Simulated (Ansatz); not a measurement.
**SiH3I (SiIH3): the energy, rung by rung**

SiH3I: 5 atoms, total charge 0, spin state singlet. SMILES: `[H][Si]([H])([H])I`. The shape is that of a GFN2-xTB optimisation.

| atom | x (Å) | y (Å) | z (Å) |
| --- | --- | --- | --- |
| Si | -0.0011 | 0.0027 | -0.2523 |
| I | 0.0128 | -0.0213 | 2.2096 |
| H | 1.3926 | 0.0112 | -0.6615 |
| H | -0.7063 | 1.2129 | -0.6371 |
| H | -0.6981 | -1.2055 | -0.6587 |

Quantity: the energy change with the Si1–H5 bond stretched from 1.453 to 2.179 Å, in eV. The values are calculated.

| level | kind | program | value (eV) | less FCI/STO-3G | CPU time (all runs) |
| --- | --- | --- | --- | --- | --- |
| SVWN5/STO-3G (restricted) | LDA | Ansatz | 2.83 | +0.09 | 2.8 s |
| B3LYP/STO-3G (restricted) | global hybrid | Ansatz | 2.94 | +0.20 | 4.3 s |
| CAM-B3LYP/STO-3G (restricted) | range-separated hybrid | Ansatz | 3.17 | +0.43 | 4.7 s |
| wB97X/STO-3G (restricted) | range-separated hybrid | Ansatz | 3.25 | +0.51 | 17 s |
| MP2/STO-3G (restricted) | perturbation theory | Ansatz | 3.25 | +0.51 | 1 s |
| BCCD(T)/STO-3G (restricted) | coupled cluster or CI | Ansatz | 2.75 | +0.01 | 1.2 s |
| CCSDT(Q)/STO-3G (restricted) | coupled cluster or CI | Ansatz | 2.74 | 0.00 | 1.9 s |
| FCI/STO-3G | exact in the basis | Ansatz | 2.74 | 0.00 | 23 s |

FCI/STO-3G is exact within its basis and frozen core, so for wave-function methods in that basis the difference is their error; functionals converge differently with the basis, so for them it is only a difference. All-electron rows without a relativistic Hamiltonian named are non-relativistic. The first shape isn't each level's own minimum. The values span 2.74 to 3.25 eV. All rows use very small basis sets, so none should be taken for the real molecule's value. In the correlated wave-function rows the outer d shell of I is correlated, in sets not made for it. In so small a basis fixed costs decide the times, and correlated methods can beat functionals. CPU times are rough (shared hosts, several kinds of processor and program).

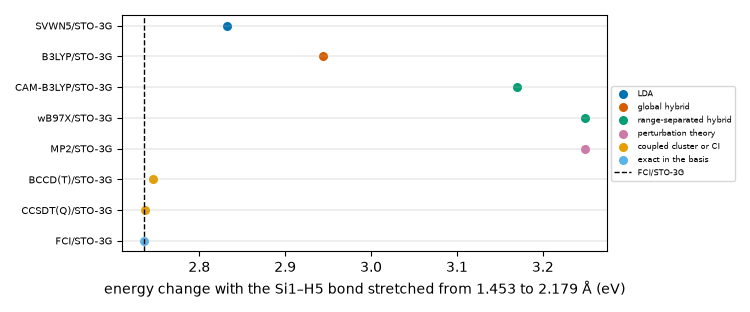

The values of the table, level by level.
